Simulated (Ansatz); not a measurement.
The calculation's input:

```
crystal:
  periodic: [false, false, false]
  atoms:
    - {symbol: B, position_ang: [-0.158388, -0.185985, -0.182705]}
    - {symbol: H, position_ang: [0.495215, 0.904865, -0.515118]}
    - {symbol: Cl, position_ang: [0.625819, -1.616766, -0.841017]}
    - {symbol: Cl, position_ang: [-1.894941, 0.044253, -0.346623]}
    - {symbol: H, position_ang: [0.634800, 0.801255, 0.544688]}
    - {symbol: F, position_ang: [0.297495, 0.052377, 1.340875]}
basis:
  gaussian: {orbitals: def2-TZVPP}
hamiltonian: {xc: pbe0, dispersion: d4}
output: {orbitals: {seedname: orbitals}}
```

Command:

```sh
ansatz run in.yaml --threads 2 --pin off --events-out ev --progress --plain --max-ram 4352MiB
```

A transition-state structure; geometry: PBE0-D4/def2-TZVP.

Computed with RKS PBE0-D4/def2-TZVPP in Ansatz 0.2.0.

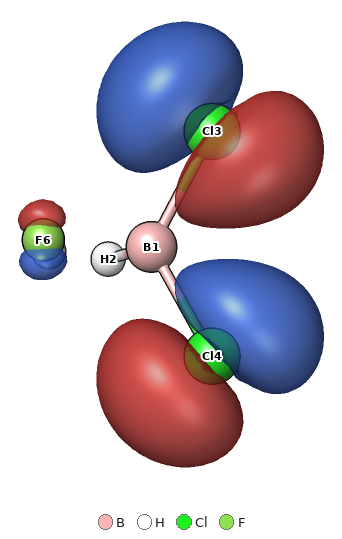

BCl2H···HF. The HOMO at ±0.1 Å⁻³ᐟ² (red and blue are the two phases), seen at a tilt.

Question: Where does this orbital lie, and at what energy?

Answer: Its weight (Hirshfeld) is mainly on Cl4 (about 45 %) and Cl3 (about 45 %); largely a combination of lone pairs on Cl4 and Cl3. Its energy is −9.09 eV.
